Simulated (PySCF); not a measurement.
**PBE0/STO-3G run of BH2Br (SMILES BBr)**

What is the vertical ionisation energy of BH2Br at PBE0/STO-3G? 

The results are computed with PySCF 2.14.0.

5 further runs of the same task are left out: 5 set aside as unsound or not needed.

## 1. Starting point

BH2Br: 4 atoms, total charge 0, spin state singlet. As SMILES, `BBr`. Geometry: relaxed at PBE0-D4/def2-TZVP.

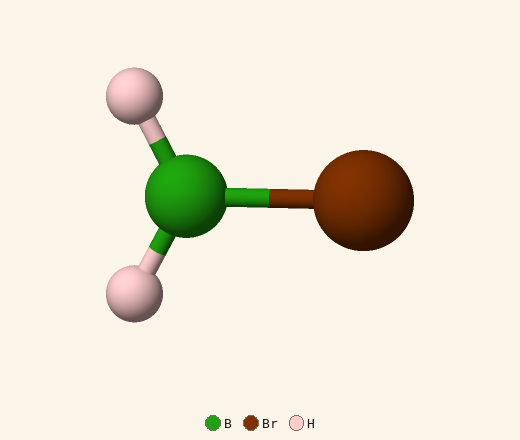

The structure, seen from a chosen angle (boron green, bromine brown, hydrogen pink).

## 2. A single-point energy at PBE0/STO-3G

calc.py reads:

```python
from pyscf import gto, dft

system = gto.M(
    atom='''
B     -0.290829     0.047243    -0.183114
Br     2.778086    -0.686726     1.494395
H     -2.099864    -1.166528     0.362260
H     -0.282514     1.692061    -1.711903
''',
    max_memory=1860,
    unit='bohr',
    basis='sto-3g',
    verbose=3,
)

mf = dft.RKS(system)
mf.xc = 'pbe0'
mf.conv_tol = 1e-10
mf.grids.level = 5
mf.kernel()
if not mf.converged:
    mf = mf.newton().run(mf.mo_coeff, mf.mo_occ)

etot = mf.e_tot
print(f'total energy: {etot:.8f} hartree')
```

Launch:

```
$ OMP_NUM_THREADS=1 python calc.py
```

The program printed:

```text
converged SCF energy = -2571.49918498775
total energy: -2571.49918499 hartree
```

It took 2.5 s on 1 thread of Intel Xeon 6975P-C (Granite Rapids), shared host; peak memory 0.22 GiB.

## 3. The doublet cation, same level

input.py reads:

```python
from pyscf import gto, dft

mol = gto.M(
    atom='''
B   -0.153900   0.025000  -0.096900
Br   1.470100  -0.363400   0.790800
H   -1.111200  -0.617300   0.191700
H   -0.149500   0.895400  -0.905900
''',
    verbose=3,
    spin=1,
    charge=1,
    max_memory=1860,
    basis='sto-3g',
)

mf = dft.UKS(mol)
mf.xc = 'pbe0'
mf.grids.level = 5
mf.conv_tol = 1e-10
mf.kernel()
if not mf.converged:
    mf = mf.newton().run(mf.mo_coeff, mf.mo_occ)

e_tot = mf.e_tot
print('E(%s) = %.9f' % ('PBE0', e_tot))
```

Launch:

```
$ OMP_NUM_THREADS=1 python input.py
```

The program printed:

```text
converged SCF energy = -2571.16250834318  <S^2> = 0.75156505  2S+1 = 2.0015644
E(PBE0) = -2571.162508343
```

Wall time 5.1 s (1 thread of Intel Xeon 6975P-C (Granite Rapids), shared host); peak memory 0.22 GiB.

## 4. Summary of results

At PBE0/STO-3G:

| quantity | value |
| --- | --- |
| singlet BH2Br: total energy | -2571.49918 Eh |
| singlet BH2Br: dipole moment | 0.29 D |
| singlet BH2Br: HOMO energy | -5.68 eV |
| singlet BH2Br: LUMO energy | 1.05 eV |
| singlet BH2Br: HOMO–LUMO gap | 6.74 eV |
| doublet cation: total energy | -2571.16251 Eh |
| doublet cation: HOMO energy (highest over α and β) | -16.15 eV |
| doublet cation: LUMO energy (lowest over α and β) | -12.53 eV |
| doublet cation: ⟨S²⟩ | 0.752 |
| vertical ionisation energy (to the doublet cation) | 9.161 eV |

The vertical ionisation energy comes to 9.16 eV (211 kcal/mol). The negative HOMO energy of the first species, 5.68 eV, lies 3.48 eV below that difference. In a minimal basis such a difference can be off by several eV, whatever the method. Mulliken charges (doublet cation) run from +0.11 on H3 to +0.63 on Br2; they depend strongly on the basis.
